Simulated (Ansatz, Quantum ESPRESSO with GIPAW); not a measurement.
**13C and 1H NMR of CHO2, calculated**

The task is to compute the NMR parameters of CHO2 site by site.

Program: Quantum ESPRESSO with GIPAW 8.0dev (patched build). Level of theory: DFT, PBEsol, plane-wave PAW (pslibrary 1.0.0 recipes), scalar-relativistic, GIPAW; a patched development version of the program. Results are calculated unless marked as measured.

### Step 1. Set-up

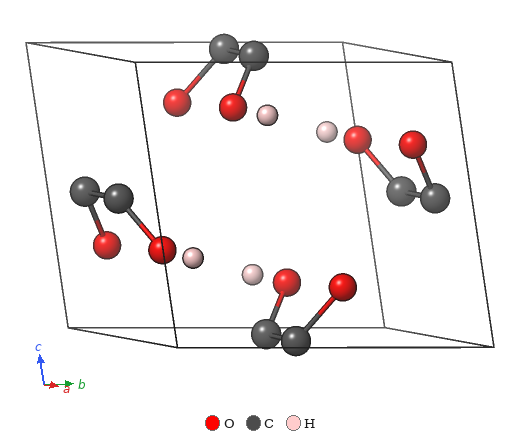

The starting structure, seen slightly off an axis (oxygen red, carbon dark grey, hydrogen pink). Bonds to atoms that aren't drawn are left out. Some periodic images of atoms are drawn too.

Coordinates:

```cif
data_structure
_symmetry_space_group_name_H-M 'P 1'
_symmetry_Int_Tables_number 1
_cell_length_a 5.3266
_cell_length_b 6.0126
_cell_length_c 5.4456
_cell_angle_alpha 90.000
_cell_angle_beta 115.800
_cell_angle_gamma 90.000
_cell_volume 157.02
loop_
_atom_site_label
_atom_site_type_symbol
_atom_site_fract_x
_atom_site_fract_y
_atom_site_fract_z
_atom_site_occupancy
O1 O 0.16484 0.10590 0.30054 1
O2 O 0.83516 0.60590 0.19946 1
O3 O 0.83516 0.89410 0.69946 1
O4 O 0.16484 0.39410 0.80054 1
O5 O 0.31909 0.89490 0.68041 1
O6 O 0.68091 0.39490 0.81959 1
O7 O 0.68091 0.10510 0.31959 1
O8 O 0.31909 0.60510 0.18041 1
C9 C 0.35576 0.99691 0.50204 1
C10 C 0.64424 0.49691 0.99796 1
C11 C 0.64424 0.00309 0.49796 1
C12 C 0.35576 0.50309 0.00204 1
H13 H 0.97580 0.09919 0.31245 1
H14 H 0.02420 0.59919 0.18755 1
H15 H 0.02420 0.90081 0.68755 1
H16 H 0.97580 0.40081 0.81245 1
```

The cell is an entry of the Crystallography Open Database; it need not be the form that is stable at ambient conditions.

This structure had its atoms relaxed beforehand (DFT, PBEsol, plane-wave PAW (pslibrary 1.0.0 recipes), Quantum ESPRESSO with GIPAW), starting from the database entry, since shieldings follow bond lengths closely.

### Step 2. The SCF step

GIPAW is a response on top of the ground state, so the wavefunctions come first. Their errors pass straight into the induced current, hence the tight threshold. No empty states are asked for: the response is solved without them. The mesh has a spacing of 0.27 Å⁻¹ at most. The PAW files were made with ld1.x from the pslibrary 1.0.0 recipes, with GIPAW reconstruction switched on.

scf.in

```
&control
  calculation = 'scf'
  prefix = 'x'
  outdir = './tmp/'
  pseudo_dir = './'
/
&system
  ibrav = 0
  nat = 16
  ntyp = 3
  ecutwfc = 55
  ecutrho = 330
  nbnd = 34
/
&electrons
  conv_thr = 1.0d-10
  mixing_beta = 0.7
  electron_maxstep = 100
/
ATOMIC_SPECIES
  O 15.999 O.pbesol-n-kjpaw_psl.1.0.0-gipaw.UPF
  C 12.011 C.pbesol-n-kjpaw_psl.1.0.0-gipaw.UPF
  H 1.008 H.pbesol-kjpaw_psl.1.0.0-gipaw.UPF
CELL_PARAMETERS angstrom
  5.32660000 0.00000000 0.00000000
  0.00000000 6.01260000 0.00000000
  -2.37009447 0.00000000 4.90277590
ATOMIC_POSITIONS crystal
  O 0.16484275 0.10590452 0.30053847
  O 0.83515725 0.60590452 0.19946153
  O 0.83515725 0.89409548 0.69946153
  O 0.16484275 0.39409548 0.80053847
  O 0.31908667 0.89490193 0.68041275
  O 0.68091333 0.39490193 0.81958725
  O 0.68091333 0.10509807 0.31958725
  O 0.31908667 0.60509807 0.18041275
  C 0.35576439 0.99690747 0.50204378
  C 0.64423561 0.49690747 -0.00204378
  C 0.64423561 0.00309253 0.49795622
  C 0.35576439 0.50309253 1.00204378
  H 0.97580091 0.09918950 0.31245375
  H 0.02419909 0.59918950 0.18754625
  H 0.02419909 0.90081050 0.68754625
  H 0.97580091 0.40081050 0.81245375
K_POINTS automatic
  5 4 5 1 1 1
```

Command:

```bash
$ mpirun -np 4 pw.x -nk 4 -in scf.in > scf.out
```

The program printed:

```text
using ibrav=0 with symmetry is DISCOURAGED, use correct ibrav instead

     bravais-lattice index     =            0
     lattice parameter (alat)  =      10.0658  a.u.
     unit-cell volume          =    1059.6222 (a.u.)^3
     number of atoms/cell      =           16
     number of atomic types    =            3
     number of electrons       =        68.00
     number of Kohn-Sham states=           34
     kinetic-energy cutoff     =      55.0000  Ry
     charge density cutoff     =     330.0000  Ry
     scf convergence threshold =      1.0E-10
     mixing beta               =       0.7000
     number of iterations used =            8  plain     mixing
     Exchange-correlation= SLA-PW-PSX-PSC
                           (   1   4  10   8   0   0   0)
[...]
O                 6.00    15.99900     O ( 1.00)
     C                 4.00    12.01100     C ( 1.00)
     H                 1.00     1.00800     H ( 1.00)

      4 Sym. Ops., with inversion, found ( 2 have fractional translation)
[...]
number of k points=    26
[...]
Dense  grid:   107273 G-vectors     FFT dimensions: (  60,  72,  60)

     Smooth grid:    58383 G-vectors     FFT dimensions: (  48,  54,  50)

     Check: negative core charge=   -0.000008

     Initial potential from superposition of free atoms

     starting charge      67.9998, renormalised to      68.0000
     Starting wfcs are   52 randomized atomic wfcs

     Self-consistent Calculation

     iteration #  1     ecut=    55.00 Ry     beta= 0.70
     Davidson diagonalization with overlap
     ethr =  1.00E-02,  avg # of iterations =  2.0

     total energy              =    -405.11791735 Ry
     estimated scf accuracy    <       1.86858599 Ry

     iteration #  2     ecut=    55.00 Ry     beta= 0.70
     Davidson diagonalization with overlap
     ethr =  2.75E-03,  avg # of iterations =  7.8

     total energy              =    -406.19828654 Ry
     estimated scf accuracy    <       1.21626173 Ry

     iteration #  3     ecut=    55.00 Ry     beta= 0.70
     Davidson diagonalization with overlap
     ethr =  1.79E-03,  avg # of iterations =  2.0

     total energy              =    -406.09110033 Ry
     estimated scf accuracy    <       0.34033275 Ry

[...]
c_bands:  5 eigenvalues not converged
     c_bands:  2 eigenvalues not converged
     c_bands:  2 eigenvalues not converged
[...]
c_bands: 23 eigenvalues not converged on the other pools
[...]
c_bands: 8 eigenvalues not converged on the other pools
[...]
c_bands:  1 eigenvalues not converged
     c_bands:  1 eigenvalues not converged
     c_bands: 12 eigenvalues not converged on the other pools
[...]
c_bands: 4 eigenvalues not converged on the other pools
[...]
total energy              =    -406.44864687 Ry
[...]
iteration # 48     ecut=    55.00 Ry     beta= 0.70
     Davidson diagonalization with overlap
     ethr =  5.91E-13,  avg # of iterations =  8.6

     total energy              =    -406.44864688 Ry
     estimated scf accuracy    <          2.0E-10 Ry

     iteration # 49     ecut=    55.00 Ry     beta= 0.70
     Davidson diagonalization with overlap
     ethr =  2.94E-13,  avg # of iterations =  7.7

     End of self-consistent calculation
     [one-electron energies left out]

!    total energy              =    -406.44864688 Ry
     total all-electron energy =     -1508.463461 Ry
     estimated scf accuracy    <          3.5E-12 Ry

     The total energy is the sum of the following terms:
     one-electron contribution =    -173.77961747 Ry
     hartree contribution      =     117.40840174 Ry
     xc contribution           =     -79.53891324 Ry
     ewald contribution        =    -173.52659915 Ry
     one-center paw contrib.   =     -97.01191876 Ry

     convergence has been achieved in  49 iterations
[...]
JOB DONE.
```

The job ended after 3.7 min (4 MPI ranks of Arm Neoverse V2, shared host; peak memory 0.66 GiB).

It converged in 49 cycles to an estimated accuracy of 4e-12 Ry, on 26 irreducible k-points.

### Step 3. GIPAW: job nmr

A uniform field breaks periodicity, so gipaw.x applies it as a wave of small q and takes the limit. It solves for the first-order states, builds the induced current and gets the field at each nucleus by Biot–Savart; the PAW spheres add what the smooth waves miss near the nuclei. pawproj makes the reconstruction use the PAW data sets' own projectors.

nmr.in

```
&inputgipaw
  job = 'nmr'
  prefix = 'x'
  tmp_dir = './tmp/'
  restart_mode = 'from_scratch'
  verbosity = 'low'
  q_gipaw = 0.01
  spline_ps = .true.
  conv_threshold = 1.0d-11
  use_nmr_macroscopic_shape = .false.
  pawproj(1) = .true.
  pawproj(2) = .true.
  pawproj(3) = .true.
/
```

Command:

```bash
$ mpirun -np 4 gipaw.x -in nmr.in > nmr.out
```

The program printed:

```text
[banner, memory and clock lines left out]
[a note of our patched build left out]

     Parallelizing q-star over 1 images

     IMPORTANT: XC functional enforced from input :
     Exchange-correlation= PBESOL
                           (   1   4  10   8   0   0   0)
     Any further DFT definition will be discarded
     Please, verify this is what you really want

     Check: negative core charge=   -0.000008
[...]
projs nearly linearly dependent: l=0  n1,n2= 1, 2  s=  0.99970544
[...]
alpha_pv=     44.2898 eV

     spline_ps is .false., expect some extrapolation errors

     q-space interpolation up to    66.00 Rydberg

     GIPAW job: nmr
     NMR macroscopic correction: no
[...]
Computing the magnetic susceptibility     isolve=0    ethr=  0.1000E-10
     Starting from scratch
     k-point #    1 of    26      pool #  1    cpu time:       0.6
[...]
End of magnetic susceptibility calculation

     f-sum rule (1st term):
           -63.8322          0.0000          0.0004
             0.0000        -63.8610          0.0000
             0.0003          0.0000        -63.8554

     f-sum rule (2nd term):
            -1.4246          0.0000         -0.0003
             0.0000         -1.3958          0.0000
            -0.0002          0.0000         -1.4016

     f-sum rule (should be   -65.2532):
           -65.2568          0.0000          0.0001
             0.0000        -65.2568          0.0000
             0.0001          0.0000        -65.2570

[... susceptibilities left out ...]
     Contributions to the NMR chemical shifts: -------------------------------

     Macroscopic shape contribution in ppm:                    0.00
             0.0000          0.0000          0.0000
             0.0000          0.0000          0.0000
             0.0000          0.0000          0.0000

     Core contribution in ppm:

     Atom  1  O   pos: (  0.031117  0.119544  0.276625)  core sigma:         270.50
     Atom  2  O   pos: (  0.746406  0.683938  0.183591)  core sigma:         270.50
     Atom  3  O   pos: (  0.523929  1.009244  0.643807)  core sigma:         270.50
     Atom  4  O   pos: ( -0.191360  0.444850  0.736842)  core sigma:         270.50
     Atom  5  O   pos: (  0.016334  1.010154  0.626274)  core sigma:         270.50
     Atom  6  O   pos: (  0.316234  0.445760  0.754375)  core sigma:         270.50
     Atom  7  O   pos: (  0.538712  0.118633  0.294159)  core sigma:         270.50
     Atom  8  O   pos: (  0.238811  0.683027  0.166058)  core sigma:         270.50
     Atom  9  C   pos: (  0.132378  1.125297  0.462097)  core sigma:         199.99
     Atom 10  C   pos: (  0.645145  0.560903 -0.001881)  core sigma:         199.99
     Atom 11  C   pos: (  0.422668  0.003491  0.458335)  core sigma:         199.99
     Atom 12  C   pos: ( -0.090099  0.567885  0.922314)  core sigma:         199.99
     Atom 13  H   pos: (  0.836773  0.111964  0.287593)  core sigma:           0.00
     Atom 14  H   pos: ( -0.059250  0.676358  0.172624)  core sigma:           0.00
     Atom 15  H   pos: ( -0.281728  1.016824  0.632840)  core sigma:           0.00
     Atom 16  H   pos: (  0.614296  0.452430  0.747809)  core sigma:           0.00

     Bare contribution in ppm:

     Atom  1  O   pos: (  0.031117  0.119544  0.276625)  bare sigma:          13.69
[...]
Atom  2  O   pos: (  0.746406  0.683938  0.183591)  bare sigma:          13.69
[...]
Atom  3  O   pos: (  0.523929  1.009244  0.643807)  bare sigma:          13.69
[...]
Atom  4  O   pos: ( -0.191360  0.444850  0.736842)  bare sigma:          13.69
[...]
Atom  5  O   pos: (  0.016334  1.010154  0.626274)  bare sigma:         -20.53
[...]
Atom  6  O   pos: (  0.316234  0.445760  0.754375)  bare sigma:         -20.53
[...]
Atom  7  O   pos: (  0.538712  0.118633  0.294159)  bare sigma:         -20.53
[...]
Atom  8  O   pos: (  0.238811  0.683027  0.166058)  bare sigma:         -20.53
[...]
Atom  9  C   pos: (  0.132378  1.125297  0.462097)  bare sigma:         -82.36
[...]
Atom 10  C   pos: (  0.645145  0.560903 -0.001881)  bare sigma:         -82.36
[...]
Atom 11  C   pos: (  0.422668  0.003491  0.458335)  bare sigma:         -82.36
[...]
Atom 12  C   pos: ( -0.090099  0.567885  0.922314)  bare sigma:         -82.36
[...]
Atom 13  H   pos: (  0.836773  0.111964  0.287593)  bare sigma:           7.79
[...]
Atom 14  H   pos: ( -0.059250  0.676358  0.172624)  bare sigma:           7.79
[...]
Atom 15  H   pos: ( -0.281728  1.016824  0.632840)  bare sigma:           7.79
[...]
Atom 16  H   pos: (  0.614296  0.452430  0.747809)  bare sigma:           7.79
[...]
Diamagnetic contribution in ppm:

     Atom  1  O   pos: (  0.031117  0.119544  0.276625)  dia sigma:          17.78
[...]
Atom  2  O   pos: (  0.746406  0.683938  0.183591)  dia sigma:          17.78
[...]
Atom  1  O   pos: (  0.031117  0.119544  0.276625)  para_oo sigma:          -1.49
[...]
Atom  2  O   pos: (  0.746406  0.683938  0.183591)  para_oo sigma:          -1.49
[...]
Atom  3  O   pos: (  0.523929  1.009244  0.643807)  para_oo sigma:          -1.49
[...]
Atom  4  O   pos: ( -0.191360  0.444850  0.736842)  para_oo sigma:          -1.49
[...]
Atom  5  O   pos: (  0.016334  1.010154  0.626274)  para_oo sigma:          -2.08
[...]
Atom  6  O   pos: (  0.316234  0.445760  0.754375)  para_oo sigma:          -2.08
[...]
Atom  7  O   pos: (  0.538712  0.118633  0.294159)  para_oo sigma:          -2.08
[...]
Atom  8  O   pos: (  0.238811  0.683027  0.166058)  para_oo sigma:          -2.08
[...]
Atom  9  C   pos: (  0.132378  1.125297  0.462097)  para_oo sigma:          -0.59
[...]
Atom 10  C   pos: (  0.645145  0.560903 -0.001881)  para_oo sigma:          -0.59
[...]
Atom 11  C   pos: (  0.422668  0.003491  0.458335)  para_oo sigma:          -0.59
[...]
Atom 12  C   pos: ( -0.090099  0.567885  0.922314)  para_oo sigma:          -0.59
[...]
Atom 13  H   pos: (  0.836773  0.111964  0.287593)  para_oo sigma:           0.00
[...]
Atom 14  H   pos: ( -0.059250  0.676358  0.172624)  para_oo sigma:           0.00
[...]
Atom 15  H   pos: ( -0.281728  1.016824  0.632840)  para_oo sigma:           0.00
[...]
Atom 16  H   pos: (  0.614296  0.452430  0.747809)  para_oo sigma:           0.00
[...]
Paramagnetic US L_R Q_R contribution in ppm:

     Atom  1  O   pos: (  0.031117  0.119544  0.276625)  para_lq sigma:        -211.41
[...]
Atom  2  O   pos: (  0.746406  0.683938  0.183591)  para_lq sigma:        -211.41
[...]
Atom  3  O   pos: (  0.523929  1.009244  0.643807)  para_lq sigma:        -211.41
[...]
Atom  4  O   pos: ( -0.191360  0.444850  0.736842)  para_lq sigma:        -211.41
[...]
Atom  5  O   pos: (  0.016334  1.010154  0.626274)  para_lq sigma:        -219.89
[...]
Atom  6  O   pos: (  0.316234  0.445760  0.754375)  para_lq sigma:        -219.89
[...]
Atom  7  O   pos: (  0.538712  0.118633  0.294159)  para_lq sigma:        -219.89
[...]
Atom  8  O   pos: (  0.238811  0.683027  0.166058)  para_lq sigma:        -219.89
[...]
Atom  9  C   pos: (  0.132378  1.125297  0.462097)  para_lq sigma:         -28.50
[...]
Atom 10  C   pos: (  0.645145  0.560903 -0.001881)  para_lq sigma:         -28.50
[...]
Atom 11  C   pos: (  0.422668  0.003491  0.458335)  para_lq sigma:         -28.50
[...]
Atom 12  C   pos: ( -0.090099  0.567885  0.922314)  para_lq sigma:         -28.50
[...]
Atom 13  H   pos: (  0.836773  0.111964  0.287593)  para_lq sigma:           0.00
[...]
Atom 14  H   pos: ( -0.059250  0.676358  0.172624)  para_lq sigma:           0.00
[...]
Atom 15  H   pos: ( -0.281728  1.016824  0.632840)  para_lq sigma:           0.00
[...]
Atom 16  H   pos: (  0.614296  0.452430  0.747809)  para_lq sigma:           0.00
[...]
Total NMR chemical shifts in ppm: ---------------------------------------
     (adopting the Simpson convention for anisotropy and asymmetry)-----------

     Atom  1  O   pos: (  0.031117  0.119544  0.276625)  Total sigma:          57.28
           -71.0861        -24.4017         27.8897
           -78.8820        151.7222         65.3278
           102.9990         75.3270         91.2187

     O       1    anisotropy:   -257.71    eta:    0.6411
[...]
Atom  2  O   pos: (  0.746406  0.683938  0.183591)  Total sigma:          57.28
[... its tensor is left out ...]
     Atom  3  O   pos: (  0.523929  1.009244  0.643807)  Total sigma:          57.28
[... its tensor is left out ...]
     Atom  4  O   pos: ( -0.191360  0.444850  0.736842)  Total sigma:          57.28
[... its tensor is left out ...]
     Atom  5  O   pos: (  0.016334  1.010154  0.626274)  Total sigma:         -58.54
          -214.7031         -5.0710         -6.6319
             9.3216         96.6208        205.3288
           -30.5323        199.9007        -57.5324

     O       5    anisotropy:    442.55    eta:    0.1268
[...]
Atom  6  O   pos: (  0.316234  0.445760  0.754375)  Total sigma:         -58.54
[... its tensor is left out ...]
     Atom  7  O   pos: (  0.538712  0.118633  0.294159)  Total sigma:         -58.54
[... its tensor is left out ...]
     Atom  8  O   pos: (  0.238811  0.683027  0.166058)  Total sigma:         -58.54
[... its tensor is left out ...]
     Atom  9  C   pos: (  0.132378  1.125297  0.462097)  Total sigma:          -2.43
           -77.1066         16.0092        -26.7985
            22.7415         42.4669         19.0827
           -34.3361         17.7187         27.3613

     C       9    anisotropy:   -130.79    eta:    0.3129
[...]
Atom 10  C   pos: (  0.645145  0.560903 -0.001881)  Total sigma:          -2.43
[... its tensor is left out ...]
     Atom 11  C   pos: (  0.422668  0.003491  0.458335)  Total sigma:          -2.43
[... its tensor is left out ...]
     Atom 12  C   pos: ( -0.090099  0.567885  0.922314)  Total sigma:          -2.43
[... its tensor is left out ...]
     Atom 13  H   pos: (  0.836773  0.111964  0.287593)  Total sigma:           8.64
            24.4388         -0.9779          1.1178
            -1.3684          0.0025         -1.5946
             0.6060         -2.3148          1.4758

     H      13    anisotropy:     23.84    eta:    0.2579
[...]
Atom 14  H   pos: ( -0.059250  0.676358  0.172624)  Total sigma:           8.64
[... its tensor is left out ...]
     Atom 15  H   pos: ( -0.281728  1.016824  0.632840)  Total sigma:           8.64
[... its tensor is left out ...]
     Atom 16  H   pos: (  0.614296  0.452430  0.747809)  Total sigma:           8.64
[... its tensor is left out ...]
```

It took 21 min on 4 MPI ranks; peak memory 0.42 GiB.

The f-sum rule is met to 0.0038 of 65.3 (0.006 %). Converged shieldings require that this miss be small, but a small miss does not prove them.

From the symmetric part of each tensor, with principal values σ11 ≤ σ22 ≤ σ33: σ_iso is their mean, the span is σ33 − σ11 and the skew 3(σ_iso − σ22)/span. (gipaw.x prints an anisotropy in another convention.)

| site | atom no. | atoms in cell | σ_iso (ppm) | span (ppm) | skew |
| --- | --- | --- | --- | --- | --- |
| O(1) | 1 | 4 | 57.3 | 312.8 | -0.30 |
| O(2) | 5 | 4 | -58.5 | 461.3 | 0.84 |
| C | 9 | 4 | -2.4 | 144.4 | -0.62 |
| H | 13 | 4 | 8.64 | 25.89 | 0.68 |

The macroscopic shape term is switched off. For a spherical sample the valence susceptibility of this run would add about 6 ppm to every site, a rough estimate, since the susceptibility converges slowly and lacks part of the PAW terms. Differences within the crystal don't depend on it, but shieldings of different compounds can't be compared to better than a few ppm without it.

In this run the largest span is that of O(2) (site symmetry 1), with principal values -224.8, -187.3 and 236.5 ppm. On O(2) the middle shielded direction lies along its short bond to C.

(Part 1 of 2 ends here.)

[Banner, clock, file and message-heading lines were taken out of the pw.x and gipaw.x logs.]

[Logs are printed without paths, hosts, clocks, repeated set-up lines and the standing remarks that a program may print on its own settings, such as how far it seeks lower states.]

[Hosts, paths, dates, database ids (printed as entryN), source tags and the programs' standing remarks are cut or masked in the printed files.]

[Where no reference line passes its bar on scatter, no shift is given, so a measured shift of this compound may stand uncompared.]
